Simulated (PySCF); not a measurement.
# S2 (sulfur dimer) at UM06-L/cc-pVTZ

What is the vertical ionisation energy of S2 (sulfur dimer) at UM06-L/cc-pVTZ? 

Program for the calculation: PySCF 2.14.0.

10 further runs of the same task are left out: 1 that didn't finish, 9 set aside as unsound or not needed. Runs told in other sessions of the task aren't counted.

**1. Starting point**

The species is S2 (2 atoms), meant as a triplet with charge 0. As SMILES, `S=S`. Geometry: the measured bond length.

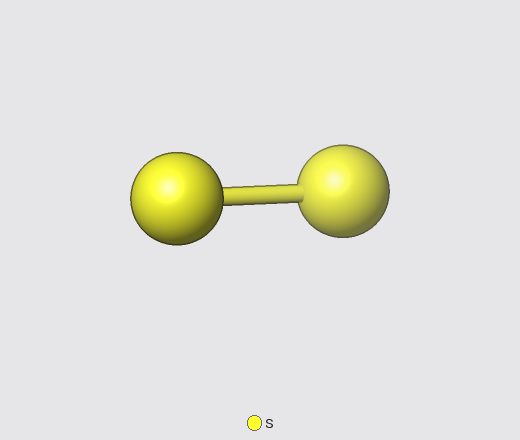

Viewed from a chosen angle; sulfur yellow.

**2. The energy at UM06-L/cc-pVTZ**

run.py

```python
# sulfur dimer
from pyscf import gto, dft

molecule = gto.M(
    atom=[
    ('S', (0.000000, 0.000000, 0.000000)),
    ('S', (0.000000, 0.000000, 1.889200)),
],
    basis='cc-pvtz',
    verbose=3,
    spin=2,
    max_memory=1860,
    charge=0,
)

calc0 = dft.UKS(molecule)
calc0.xc = 'm06-l'
calc0.conv_tol = 1e-10
calc0.grids.level = 5
calc0.kernel()
if not calc0.converged:
    calc0 = calc0.newton().run(calc0.mo_coeff, calc0.mo_occ)

e_tot = calc0.e_tot
print('E(%s) = %.9f' % ('M06-L', e_tot))
```

The run is started by

```
$ OMP_NUM_THREADS=1 python run.py
```

Output:

```text
WARN: HOMO -0.214787824242631 >= LUMO -0.214787824242637

converged SCF energy = -796.393921784012  <S^2> = 2.0073034  2S+1 = 3.004865
E(M06-L) = -796.393921784
```

It took 21 s on 1 thread of Arm Neoverse V1, shared host; peak memory 0.35 GiB.

**3. The doublet cation at the same level**

calc.py

```python
from pyscf import gto, dft

system = gto.Mole()
system.atom = '''
S    0.000000   0.000000   0.000000
S    0.000000   0.000000   1.889200
'''
system.charge = 1
system.verbose = 4
system.basis = 'cc-pvtz'
system.spin = 1
system.max_memory = 1860
system.build()

mf = dft.UKS(system)
mf.xc = 'm06-l'
mf.grids.level = 5
mf.conv_tol = 1e-10
mf.kernel()
if not mf.converged:
    mf = mf.newton().run(mf.mo_coeff, mf.mo_occ)

etot = mf.e_tot
print('Final energy', etot)
```

The run is started by

```
$ OMP_NUM_THREADS=1 python calc.py
```

Output:

```text
PySCF version 2.14.0

[INPUT] num. atoms = 2
[INPUT] num. electrons = 31
[INPUT] charge = 1
[INPUT] spin (= nelec alpha-beta = 2S) = 1
[INPUT] symmetry False subgroup None
[INPUT] Mole.unit = angstrom
[INPUT] Symbol           X                Y                Z      unit          X                Y                Z       unit  Magmom
[INPUT]  1 S      0.000000000000   0.000000000000   0.000000000000 AA    0.000000000000   0.000000000000   0.000000000000 Bohr   0.0
[INPUT]  2 S      0.000000000000   0.000000000000   1.889200000000 AA    0.000000000000   0.000000000000   3.570070594528 Bohr   0.0

nuclear repulsion = 71.7072655068389
number of shells = 18
number of NR pGTOs = 118
number of NR cGTOs = 68
basis = cc-pvtz
ecp = {}

******** <class 'pyscf.dft.uks.UKS'> ********
method = UKS
initial guess = minao
damping factor = 0
level_shift factor = 0
DIIS = <class 'pyscf.scf.diis.CDIIS'>
diis_start_cycle = 1
diis_space = 8
diis_damp = 0
SCF conv_tol = 1e-10
SCF conv_tol_grad = None
SCF max_cycles = 50
direct_scf = True
direct_scf_tol = 1e-13
number electrons alpha = 16  beta = 15
XC library pyscf.dft.libxc version 7.0.0
    S. Lehtola, C. Steigemann, M. J.T. Oliveira, and M. A.L. Marques.,  SoftwareX 7, 1–5 (2018)
XC functionals = m06-l
    Y. Zhao and D. G. Truhlar.,  Theor. Chem. Acc. 120, 215 (2008)
radial grids:
    Treutler-Ahlrichs [JCP 102, 346 (1995); DOI:10.1063/1.469408] (M4) radial grids

becke partition: Becke, JCP 88, 2547 (1988); DOI:10.1063/1.454033
pruning grids: <function nwchem_prune>
grids dens level: 5
symmetrized grids: False
atomic radii adjust function: <function treutler_atomic_radii_adjust>
small_rho_cutoff = 0
Set gradient conv threshold to 1e-05
tot grids = 86096
init E= -796.571684441131

[... the frontier-level lines of each cycle are left out ...]



cycle= 1 E= -796.022895081945  delta_E= 0.549  |g|= 0.162  |ddm|= 1.08
cycle= 2 E= -796.040198424353  delta_E= -0.0173  |g|= 0.0864  |ddm|= 0.318
cycle= 3 E= -796.042692144947  delta_E= -0.00249  |g|= 0.0144  |ddm|= 0.0651
cycle= 4 E= -796.042756862435  delta_E= -6.47e-05  |g|= 0.00969  |ddm|= 0.0182
cycle= 5 E= -796.042812770314  delta_E= -5.59e-05  |g|= 0.00105  |ddm|= 0.00798
cycle= 6 E= -796.042813473979  delta_E= -7.04e-07  |g|= 5.98e-05  |ddm|= 0.00103
cycle= 7 E= -796.042813477148  delta_E= -3.17e-09  |g|= 8.71e-06  |ddm|= 0.000116
cycle= 8 E= -796.042813477204  delta_E= -5.62e-11  |g|= 2.04e-06  |ddm|= 3.11e-05
Extra cycle  E= -796.042813477216  delta_E= -1.18e-11  |g|= 2.13e-06  |ddm|= 2.06e-05
converged SCF energy = -796.042813477216  <S^2> = 0.75305632  2S+1 = 2.003054
Final energy -796.042813477216
```

Run time: 21 s. Hardware: 1 thread of Arm Neoverse V1, shared host; peak memory 0.35 GiB.

**4. Outcome**

At UM06-L/cc-pVTZ:

| quantity | value |
| --- | --- |
| triplet S2: total energy | -796.39392 Eh |
| triplet S2: dipole moment | 0.00 D |
| triplet S2: HOMO energy (highest over α and β) | -5.91 eV |
| triplet S2: LUMO energy (lowest over α and β) | -4.31 eV |
| triplet S2: ⟨S²⟩ | 2.007 |
| doublet cation: total energy | -796.04281 Eh |
| doublet cation: HOMO energy (highest over α and β) | -13.25 eV |
| doublet cation: LUMO energy (lowest over α and β) | -13.10 eV |
| doublet cation: ⟨S²⟩ | 0.753 |
| vertical ionisation energy (to the doublet cation) | 9.554 eV |

What this shows: The vertical ionisation energy comes to 9.55 eV (922 kJ/mol).
